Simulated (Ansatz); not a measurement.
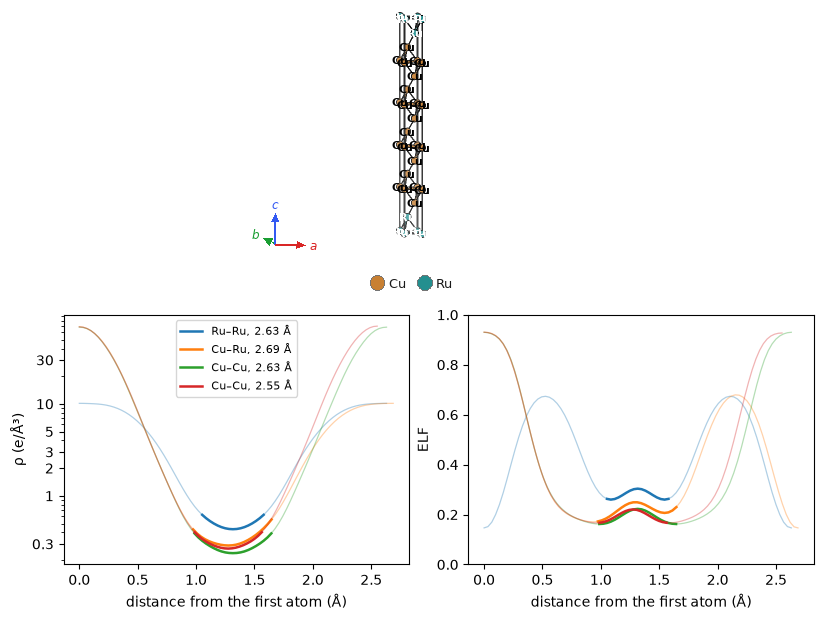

Figure 1: Cu$_{4}$Ru. Valence pseudo-density and electron localisation function along straight lines between neighbouring atoms. Thin, pale parts lie inside the atomic spheres. The structure is drawn too.

Space group P-3m1; a generated structure, not necessarily the stable one; computed without spin polarisation.

Computed with DFT PBE, scalar-relativistic, plane waves, PAW in Ansatz.

Core electrons are frozen (PAW), and the valence fields are smoothed inside the atomic spheres.

Q: Compare the contacts.

A: Ru–Ru (2.63 Å): ρ is about 0.43 e/Å³ halfway; the ELF is about 0.30 at the midpoint.
Cu–Ru (2.69 Å): ρ is about 0.29 e/Å³ halfway; the ELF is about 0.25 at the midpoint: no shared electron pair shows on this line.
Cu–Cu (2.63 Å): ρ is about 0.24 e/Å³ halfway; the ELF is about 0.20 at the midpoint; no shared electron pair shows on this line.
Cu–Cu (2.55 Å): ρ is about 0.27 e/Å³ halfway; the ELF is about 0.20 at the midpoint: no shared electron pair shows on this line.
